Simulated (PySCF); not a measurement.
# AsB$_{2}$H$_{5}$ (SMILES B[AsH]B): what the fields show

| atom | x (Å) | y (Å) | z (Å) |
| --- | --- | --- | --- |
| B | -1.4226 | -0.1219 | -0.2770 |
| As | -0.0651 | -0.1322 | 1.1019 |
| B | 1.3569 | 0.5286 | -0.0320 |
| H | -1.9885 | -1.0959 | -0.5995 |
| H | -1.7529 | 0.9012 | -0.7443 |
| H | 0.2676 | -1.5976 | 1.2213 |
| H | 2.3392 | -0.0825 | -0.2172 |
| H | 1.2745 | 1.6097 | -0.4777 |

Geometry: GFN2-xTB.

Computed with B3LYP/def2-SVPD, SCF density, gas phase (PySCF 2.14.0).

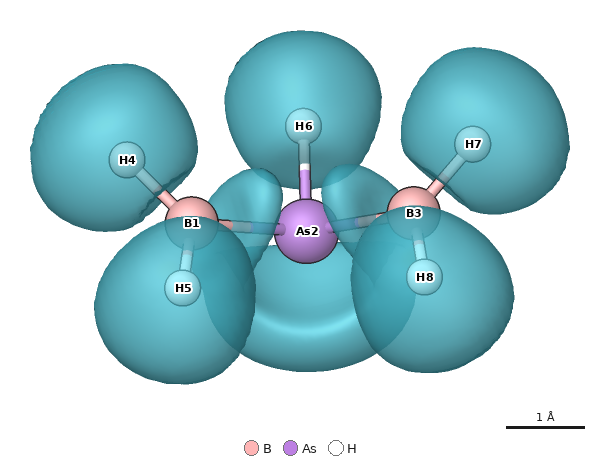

Figure 1. Isosurface of the electron localisation function at 0.75 (cyan), seen at an oblique angle. Core shells and regions of very low density are left out.

Q: Identify the bonds, lone pairs and shells in this picture.

A: The ELF exceeds this value in five regions around hydrogen nuclei and one region on As in which the atom's valence shell and bonds are merged.


B–As (1.94 Å): the ELF peaks at about 0.95 between the atoms: localised, covalent bonding. B–H (1.17 Å): the ELF climbs to about 1 towards the hydrogen, as it does in any bond to H (an ordinary covalent bond to hydrogen).

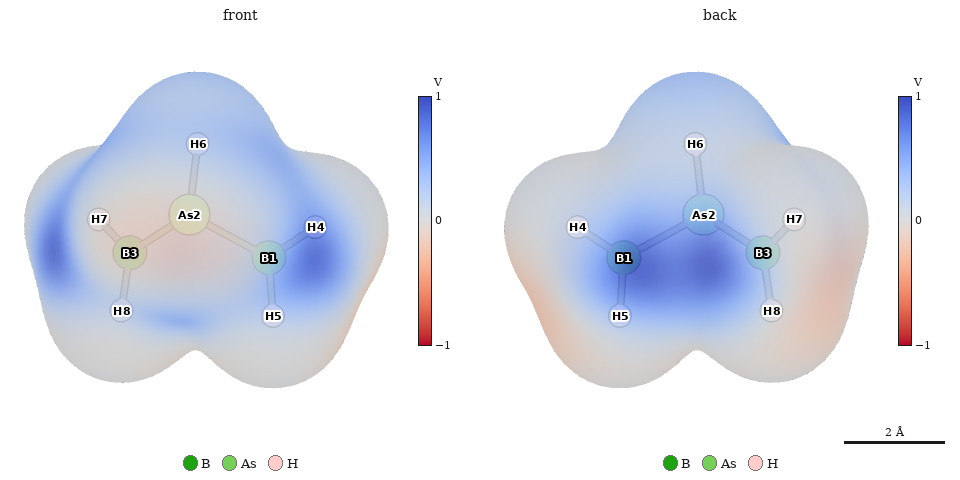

Figure 2. The electrostatic potential painted on the density surface at 0.001 e/bohr³, seen from the front and from behind; the colour scale runs from red (negative) to blue (positive).

Q: Where is the surface potential most negative and most positive?

A: The most negative region (about −0.2 V) lies over H5 and H8, the most positive (about +0.9 V) over B1 and B3.

Q: What dipole moment does the calculation give?

A: Its dipole moment is 0.37 D.

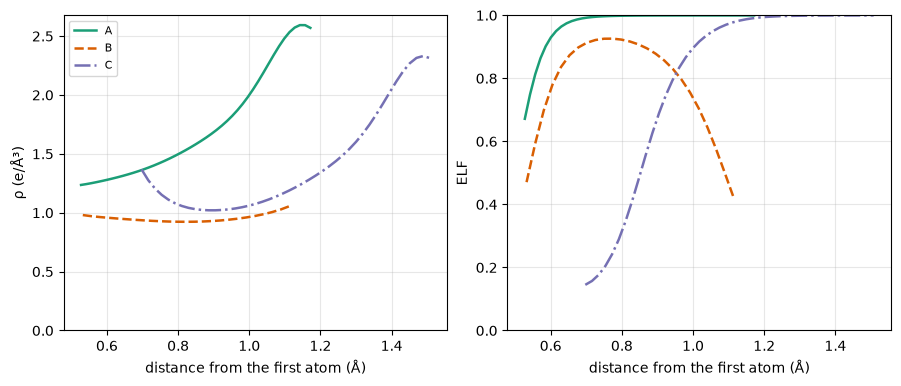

Figure 3. Electron density and electron localisation function along straight lines between neighbouring atoms. The curves leave out the atomic cores.

Q: Which curve belongs to which contact (As–H, B–As and B–H)? The first atom named is at distance zero.

A: Curve A: B–H (1.17 Å): ρ is about 1.3 e/Å³ halfway; the ELF climbs to about 1 towards the hydrogen; a covalent bond by its length. Curve B: B–As (1.94 Å): the density is about 0.95 e/Å³ at the midpoint; the ELF peaks at about 0.95 between the atoms; a covalent bond. Curve C: As–H (1.51 Å): ρ is about 1.2 e/Å³ halfway; the ELF climbs to about 1 towards the hydrogen.
